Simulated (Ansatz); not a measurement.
ZnS, pressure series

Take ZnS in the zinc blende structure (space group F-43m, No. 216; a = 5.443 Å) as the base.

Cell and atoms are relaxed at each pressure.

The values are results of PBE (Ansatz, a quantum-chemistry and plane-wave program; PAW; 420 eV plane waves; scalar-relativistic without spin-orbit coupling), not measurements.

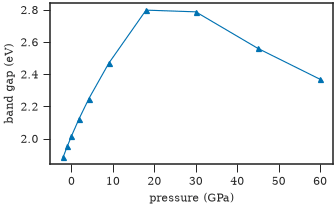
*Band gap against pressure*

From the plot, what is the band gap for pressure 45 GPa?

About 2.56 eV.

Is the trend monotonic over the range shown?

No, it turns within the range, spanning 1.88 eV to 2.80 eV.

Load acts through the strain it causes; cell and atoms are relaxed under it. Stability against distortions was not tested. Measured, ZnS leaves this structure (for rock salt) near 14.7 GPa (temperature not stated; as listed in Datta, Sujoy, Jana, Debnarayan, arXiv (2020)), on rising pressure, with hysteresis.
